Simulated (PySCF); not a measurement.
## What a change does: NMR shielding calculation on C3H9BO

System: C3H9BO.
Method of run 1: GIAO HF/pcSseg-1 NMR shielding, non-relativistic, gas phase (PySCF 2.14.0).

The geometry comes from this level: PBE0-D3(BJ)/def2-SVP. Text and figures count atoms from 1; the logs count them from 0 in places.

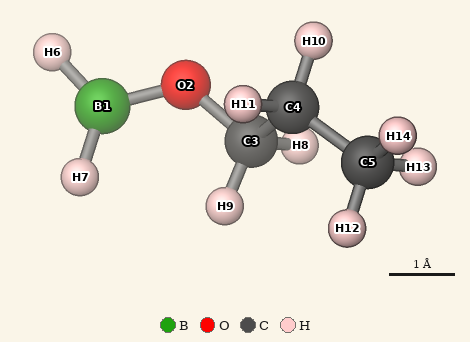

Figure 1. The input geometry (ball-and-stick view, seen at a tilt; atoms are numbered from 1 in the order of the input). Bond lengths as drawn: B–H 1.21 to 1.22 Å, B–O 1.34 Å, C–C 1.51 to 1.52 Å, C–H 1.10 to 1.11 Å and C–O 1.41 Å.

**Input file, run 1**
```
{"job": {"kind": "nmr", "xc": "HF", "basis": "pcSseg-1", "pop": false}, "charge": 0, "multiplicity": 1}
B     -2.516226    -0.708143     0.890664
O     -1.575112     0.229562     1.055433
C     -0.484748     0.395035     0.172318
C      0.819028     0.045919     0.860034
C      2.029365     0.304103    -0.022054
H     -3.391017    -0.764560     1.723055
H     -2.470820    -1.458301    -0.065497
H     -0.474571     1.450934    -0.147195
H     -0.630561    -0.228117    -0.729170
H      0.886675     0.629737     1.792846
H      0.784584    -1.015198     1.160740
H      2.004285    -0.313327    -0.934231
H      2.080830     1.358552    -0.337644
H      2.964078     0.072071     0.508559
```

The first line tells a small driver script what to run in PySCF; the rest is the geometry in Å.

Launched with:
```bash
OMP_NUM_THREADS=1 python <driver script> task.json out
```

Hardware: 1 CPU thread, shared host.

**Output (run 1)**
```
final grid: 104392 points
cycle   1  E = -218.3035584349  dE =  7.010e-01  |g| = 5.458e-01  |ddm| = 2.881e+00
cycle   2  E = -218.3690778465  dE = -6.552e-02  |g| = 2.900e-01  |ddm| = 4.951e-01
cycle   3  E = -218.3840671180  dE = -1.499e-02  |g| = 7.092e-02  |ddm| = 2.062e-01
cycle   4  E = -218.3853630075  dE = -1.296e-03  |g| = 1.242e-02  |ddm| = 6.506e-02
cycle   5  E = -218.3854077821  dE = -4.477e-05  |g| = 2.855e-03  |ddm| = 1.550e-02
cycle   6  E = -218.3854105427  dE = -2.761e-06  |g| = 6.631e-04  |ddm| = 3.609e-03
cycle   7  E = -218.3854107404  dE = -1.976e-07  |g| = 1.552e-04  |ddm| = 1.306e-03
cycle   8  E = -218.3854107521  dE = -1.171e-08  |g| = 4.402e-05  |ddm| = 3.262e-04
cycle   9  E = -218.3854107530  dE = -9.760e-10  |g| = 1.240e-05  |ddm| = 9.195e-05
converged SCF energy = -218.3854107530

GIAO shielding tensors (ppm)
atom      isotropic    diamagn.    paramagn.     s11        s22        s33       span
  0 B       69.096     192.316    -123.221     45.221     57.271    104.795     59.574
  1 O      152.688     394.807    -242.118    -39.732    135.422    362.376    402.108
  2 C      120.022     243.890    -123.868     89.094    103.546    167.426     78.332
  3 C      163.920     245.910     -81.990    148.496    164.717    178.547     30.050
  4 C      179.614     244.886     -65.272    173.089    174.954    190.800     17.711
  5 H       27.024      29.179      -2.155     25.833     26.156     29.083      3.250
  6 H       27.012      30.532      -3.521     25.484     26.449     29.102      3.619
  7 H       27.911      30.720      -2.809     23.681     28.759     31.292      7.610
  8 H       28.214      32.335      -4.121     24.499     29.102     31.041      6.542
  9 H       29.918      30.345      -0.426     25.485     29.109     35.161      9.676
 10 H       30.395      31.353      -0.958     26.234     29.553     35.399      9.165
 11 H       30.886      29.878       1.007     26.366     28.845     37.446     11.080
 12 H       30.885      29.286       1.599     26.502     28.774     37.377     10.875
 13 H       30.454      28.070       2.385     25.920     27.570     37.873     11.953
```

Run 2 used a changed input.

**The two runs side by side**

| quantity | run 1 | run 2 |
| --- | --- | --- |
| outcome | converged | converged |
| total energy (hartree) | −218.385411 | −217.844604 |
| HOMO (eV) | −12.18 | −7.06 |
| LUMO (eV) | 3.21 | −1.51 |
| dipole moment (D) | 1.78 | 2.04 |
| shielding of B1 (ppm) | 69.1 | 42.6 |
| shielding of O2 (ppm) | 152.7 | 53.9 |
| shielding of C3 (ppm) | 120.0 | 93.3 |
| shielding of C4 (ppm) | 163.9 | 150.3 |
| shielding of C5 (ppm) | 179.6 | 171.7 |
| shielding of H7 (ppm) | 27.0 | 25.3 |
| shielding of H8 (ppm) | 27.9 | 26.4 |
| SCF iterations | 9 | 13 |
| basis functions | 130 | 130 |
| wall time (shared host) | 3.4 s | 9.4 s |

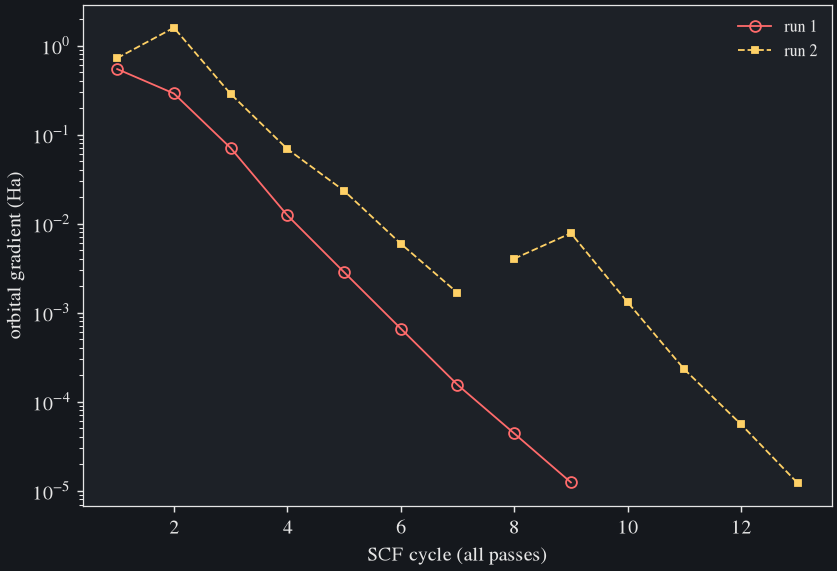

Figure 2. Convergence of the two runs: orbital gradient against the SCF cycle. A break in a curve parts two SCF passes (coarse and final grid). Run 1 takes 9 cycles in all, and run 2 takes 13.

What was changed in the input?

The change (lines with − go, lines with + come):
```diff
-"xc": "HF"
+"xc": "LDA"
```

The total energies belong to different methods, so their difference says nothing on which is more stable or more accurate. The HOMO goes from −12.18 to −7.06 eV. The LUMO goes from 3.21 to −1.51 eV. The dipole moment goes from 1.78 to 2.04 D. Of all shieldings, the largest change is that of O2, by −98.8 ppm. The method changes from HF to LDA. Exact exchange removes part of the self-interaction error of semilocal functionals, which pushes filled and empty levels apart. The SCF takes 13 iterations against 9.

**Output (run 2)**
```
coarse grid: 11016 points
cycle   1  E = -217.6666899134  dE =  2.117e-01  |g| = 7.241e-01  |ddm| = 3.043e+00
cycle   2  E = -217.2425136822  dE =  4.242e-01  |g| = 1.590e+00  |ddm| = 2.106e+00
cycle   3  E = -217.7638469801  dE = -5.213e-01  |g| = 2.869e-01  |ddm| = 1.672e+00
cycle   4  E = -217.7815828725  dE = -1.774e-02  |g| = 6.906e-02  |ddm| = 2.344e-01
cycle   5  E = -217.7825940327  dE = -1.011e-03  |g| = 2.343e-02  |ddm| = 7.372e-02
cycle   6  E = -217.7827427373  dE = -1.487e-04  |g| = 5.961e-03  |ddm| = 2.838e-02
cycle   7  E = -217.7827511314  dE = -8.394e-06  |g| = 1.674e-03  |ddm| = 6.385e-03
final grid: 104392 points
cycle   8  E = -217.8446000386  dE = -4.447e-05  |g| = 4.042e-03  |ddm| = 2.120e-02
cycle   9  E = -217.8445908239  dE =  9.215e-06  |g| = 7.820e-03  |ddm| = 8.071e-03
cycle  10  E = -217.8446034770  dE = -1.265e-05  |g| = 1.311e-03  |ddm| = 5.736e-03
cycle  11  E = -217.8446038080  dE = -3.310e-07  |g| = 2.309e-04  |ddm| = 1.108e-03
cycle  12  E = -217.8446038190  dE = -1.098e-08  |g| = 5.567e-05  |ddm| = 2.055e-04
cycle  13  E = -217.8446038198  dE = -8.524e-10  |g| = 1.214e-05  |ddm| = 6.777e-05
converged SCF energy = -217.8446038198

GIAO shielding tensors (ppm)
atom      isotropic    diamagn.    paramagn.     s11        s22        s33       span
  0 B       42.558     196.701    -154.143      8.005     31.967     87.701     79.696
  1 O       53.860     393.244    -339.384   -184.938     17.342    329.175    514.113
  2 C       93.257     247.760    -154.503     53.546     72.865    153.360     99.814
  3 C      150.281     248.621     -98.341    132.312    152.687    165.844     33.532
  4 C      171.685     247.460     -75.775    163.334    165.687    186.035     22.701
  5 H       25.541      28.443      -2.903     24.991     25.371     26.260      1.269
  6 H       25.280      30.085      -4.806     23.397     25.581     26.862      3.465
  7 H       26.405      30.184      -3.779     22.913     27.616     28.687      5.775
  8 H       26.871      31.756      -4.884     24.033     27.441     29.140      5.107
  9 H       28.863      29.621      -0.757     24.922     28.103     33.565      8.643
 10 H       29.403      30.795      -1.392     25.637     28.573     33.999      8.362
 11 H       30.026      29.506       0.520     25.813     28.044     36.221     10.408
 12 H       30.080      28.801       1.279     26.003     28.018     36.219     10.216
 13 H       29.613      27.236       2.377     25.340     27.001     36.499     11.159
```
